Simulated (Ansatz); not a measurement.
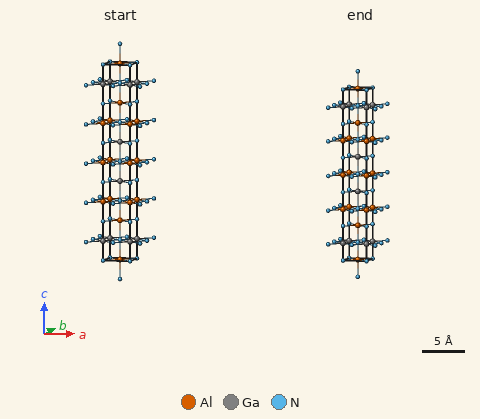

The structure of solid Al₃Ga₂N₅ (a generated structure, set up in I4/mmm) (coarse preliminary run) before (left) and after (right) a relaxation, at one scale.

A ball-and-stick model of the conventional cell (2 times the calculation's cell), seen slightly off an axis. Lengths and directions refer to the drawn axes.

All numbers below come from DFT PBE, scalar-relativistic, plane waves, PAW (Ansatz). Set-up: plane-wave cutoff 420 eV; k-point mesh 8 × 8 × 8; occupations gaussian; smearing width 0.1 eV; no spin polarisation; cell and atoms relaxed; force threshold 0.04 eV/Å; at most 70 steps.

What changed between the two?

The energy falls by 812 meV per atom in 7 accepted moves (9 points after the start). The largest force component goes from 0.42 to 0.0015 eV/Å. The pressure goes from −38.55 to −0.01 GPa. At 2 points the geometry stayed and the basis and grid were re-selected for the new cell (energy shift of 3.0 meV per atom at most each time). The largest moves relative to the cell, 0.043 Å, are those of N atoms. Largest moves by element: N 0.043 Å, Ga 0.022 Å, Al 0.018 Å. The volume changes by −33.8 %, with a = b 3.371 → 2.937 Å (−12.9 %), c 23.833 → 20.796 Å (−12.7 %). Near-neighbour distances that change, for instance: Al–N 2.383 → 2.019 Å, Al–N 2.383 → 2.077 Å, Ga–N 2.383 → 2.077 Å, Ga–N 2.383 → 2.101 Å. The space group stays I4/mmm (No. 139). The run took 91 s on 4 threads of Intel(R) Xeon(R) Processor @ 2.50GHz (Skylake/Cascade Lake), on a shared host, peak memory 0.68 GiB.
